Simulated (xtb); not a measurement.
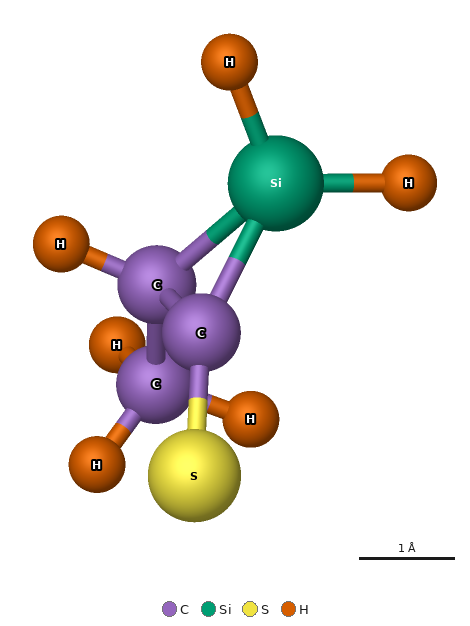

*The input geometry (ball-and-stick view, seen at an oblique angle).*

C3H6SSi: frequency calculation (part 1 of 2)

- system: C3H6SSi
- method: GFN1-xTB (xtb 6.7.1)

The geometry was optimised with GFN1-xTB.

**The program's output**
```
* xtb version 6.7.1
   ID    Z sym.   atoms
    1    6 C      1, 2, 4
    2   14 Si     3
    3   16 S      5
    4    1 H      6-11

           -------------------------------------------------
          |                Calculation Setup                |
           -------------------------------------------------

          program call               : xtb input.xyz --gfn 1 --chrg 0 --hess -I xcontrol -P 1
          coordinate file            : input.xyz
          omp threads                :                     1

           -------------------------------------------------
          |                 G F N 1 - x T B                 |
           -------------------------------------------------

      * Hamiltonian:
        H0-scaling (s, p, d)           1.850000    2.250000    2.000000
        zeta-weighting                 0.000000
      * Dispersion:
        s8                             2.400000
        a1                             0.630000
        a2                             5.000000
        s9                             0.000000
      * Repulsion:
        kExp                           1.500000
        rExp                           1.000000
      * Coulomb:
        alpha                          2.000000
        third order                    atomic
        anisotropic                    false
      * Halogen bond correction:
        rad-scale                      1.300000
        damping                        0.440000

          ...................................................
          :                      SETUP                      :
          :.................................................:
          :  # basis functions                  44          :
          :  # atomic orbitals                  42          :
          :  # shells                           24          :
          :  # electrons                        28          :
          :  # halogen bonds                     0          :
          :  max. iterations                   250          :
          :  Hamiltonian                  GFN1-xTB          :
          :  restarted?                      false          :
          :  GBSA solvation                  false          :
          :  PC potential                    false          :
          :  electronic temp.          300.0000000     K    :
          :  accuracy                    1.0000000          :
          :  -> integral cutoff          0.2500000E+02      :
          :  -> integral neglect         0.1000000E-07      :
          :  -> SCF convergence          0.1000000E-05 Eh   :
          :  -> wf. convergence          0.2000000E-04 e    :
          :  Broyden damping             0.4000000          :
          :  net charge                          0          :
          :  unpaired electrons                  0          :
          ...................................................

 iter      E             dE          RMSdq      gap      omega  full diag
   1    -15.1628637 -0.151629E+02  0.765E+00    1.44       0.0  T
   2    -15.1793551 -0.164914E-01  0.470E+00    1.33       1.0  T
   3    -15.1658567  0.134985E-01  0.125E+00    1.52       1.0  T
   4    -15.1810862 -0.152296E-01  0.338E-01    1.33       1.0  T
   5    -15.1818627 -0.776447E-03  0.158E-01    1.39       1.0  T
   6    -15.1822008 -0.338092E-03  0.145E-02    1.37       2.1  T
   7    -15.1822018 -0.108596E-05  0.501E-03    1.37       6.0  T
   8    -15.1822019 -0.512140E-07  0.118E-03    1.37      25.6  T
   9    -15.1822019 -0.394866E-08  0.286E-04    1.37     105.4  T
  10    -15.1822019 -0.483341E-09  0.286E-05    1.37    1054.7  T
  11    -15.1822019 -0.362377E-11  0.724E-06    1.37    4165.6  T

   *** convergence criteria satisfied after 11 iterations ***

         #    Occupation            Energy/Eh            Energy/eV
      -------------------------------------------------------------
         1        2.0000           -0.8391228             -22.8337
       ...           ...                  ...                  ...
         8        2.0000           -0.5069256             -13.7941
         9        2.0000           -0.4918706             -13.3845
        10        2.0000           -0.4802630             -13.0686
        11        2.0000           -0.4648404             -12.6490
        12        2.0000           -0.4441267             -12.0853
        13        2.0000           -0.4134497             -11.2505
        14        2.0000           -0.3666943              -9.9783 (HOMO)
        15                         -0.3164210              -8.6103 (LUMO)
        16                         -0.2330299              -6.3411
        17                         -0.1832176              -4.9856
        18                         -0.1660802              -4.5193
        19                         -0.1386894              -3.7739
       ...                                ...                  ...
        42                          1.5550596              42.3153
      -------------------------------------------------------------
                  HL-Gap            0.0502732 Eh            1.3680 eV
             Fermi-level           -0.3415579 Eh           -9.2943 eV

 SCC (total)                   0 d,  0 h,  0 min,  0.013 sec
 SCC setup                      ...        0 min,  0.000 sec (  0.842%)
 Dispersion                     ...        0 min,  0.000 sec (  0.402%)
 classical contributions        ...        0 min,  0.000 sec (  0.160%)
 integral evaluation            ...        0 min,  0.003 sec ( 24.591%)
 iterations                     ...        0 min,  0.004 sec ( 27.704%)
 molecular gradient             ...        0 min,  0.006 sec ( 44.846%)
 printout                       ...        0 min,  0.000 sec (  1.375%)

         :::::::::::::::::::::::::::::::::::::::::::::::::::::
         ::                     SUMMARY                     ::
         :::::::::::::::::::::::::::::::::::::::::::::::::::::
         :: total energy             -15.022614796045 Eh    ::
         :: gradient norm              0.000066676848 Eh/a0 ::
         :: HOMO-LUMO gap              1.368004308760 eV    ::
         ::.................................................::
         :: SCC energy               -15.182201897065 Eh    ::
         :: -> electrostatic           0.006329362005 Eh    ::
         :: repulsion energy           0.164108666580 Eh    ::
         :: dispersion energy         -0.004521565560 Eh    ::
         :: halogen bond corr.         0.000000000000 Eh    ::
         :: add. restraining           0.000000000000 Eh    ::
         :: total charge              -0.000000000000 e     ::
         :::::::::::::::::::::::::::::::::::::::::::::::::::::

           -------------------------------------------------
          |                Numerical Hessian                |
           -------------------------------------------------
step length          :   0.00500
SCC accuracy         :   0.30000
Hessian scale factor :   1.00000
frozen atoms in %    :   0.00000    0
RMS gradient         :   0.00007
estimated CPU  time      0.01 min

writing file <hessian>.

 projected vibrational frequencies (cm⁻¹)
eigval :       -0.00    -0.00     0.00     0.00     0.00     0.00
eigval :       95.78   140.68   182.69   205.01   380.29   457.71
eigval :      512.02   551.66   552.34   615.19   736.18   825.61
eigval :      872.10   961.04  1056.75  1123.31  1230.27  1281.07
eigval :     1383.17  1471.01  1477.33  2236.59  2241.80  2902.80
eigval :     3018.88  3059.02  3077.71
           -------------------------------------------------
          |                Property Printout                |
           -------------------------------------------------

    * Orbital Energies and Occupations

         #    Occupation            Energy/Eh            Energy/eV
      -------------------------------------------------------------
         1        2.0000           -0.8391229             -22.8337
         2        2.0000           -0.6621205             -18.0172
         3        2.0000           -0.6336711             -17.2431
         4        2.0000           -0.5898114             -16.0496
         5        2.0000           -0.5684102             -15.4672
         6        2.0000           -0.5331955             -14.5090
         7        2.0000           -0.5222219             -14.2104
         8        2.0000           -0.5069256             -13.7941
         9        2.0000           -0.4918706             -13.3845
        10        2.0000           -0.4802630             -13.0686
        11        2.0000           -0.4648404             -12.6490
        12        2.0000           -0.4441267             -12.0853
        13        2.0000           -0.4134497             -11.2505
        14        2.0000           -0.3666943              -9.9783 (HOMO)
        15                         -0.3164210              -8.6103 (LUMO)
        16                         -0.2330298              -6.3411
        17                         -0.1832175              -4.9856
        18                         -0.1660801              -4.5193
        19                         -0.1386895              -3.7739
        20                         -0.1175247              -3.1980
        21                         -0.1078243              -2.9340
        22                         -0.0851802              -2.3179
        23                         -0.0774629              -2.1079
        24                         -0.0577875              -1.5725
        25                         -0.0535762              -1.4579
       ...                                ...                  ...
        42                          1.5550597              42.3153
      -------------------------------------------------------------
                  HL-Gap            0.0502733 Eh            1.3680 eV
             Fermi-level           -0.3415579 Eh           -9.2943 eV

  Mulliken/CM5 charges         n(s)   n(p)   n(d)
     1C    -0.06603 -0.21080   1.003  3.063  0.000
     2C    -0.12381 -0.14622   1.065  3.059  0.000
     3Si    0.25160 -0.00818   1.300  1.833  0.615
     4C     0.03515  0.08708   1.144  2.821  0.000
     5S    -0.14854 -0.16858   1.926  4.218  0.005
     6H     0.02814  0.08085   0.972  0.000  0.000
     7H     0.02575  0.07728   0.974  0.000  0.000
     8H     0.03036  0.08312   0.970  0.000  0.000
     9H     0.05632  0.11621   0.944  0.000  0.000
    10H    -0.04300  0.04600   1.043  0.000  0.000
    11H    -0.04594  0.04325   1.046  0.000  0.000

Wiberg/Mayer (AO) data.
largest (>0.10) Wiberg bond orders for each atom

 ---------------------------------------------------------------------------
     #   Z sym  total        # sym  WBO       # sym  WBO       # sym  WBO
```
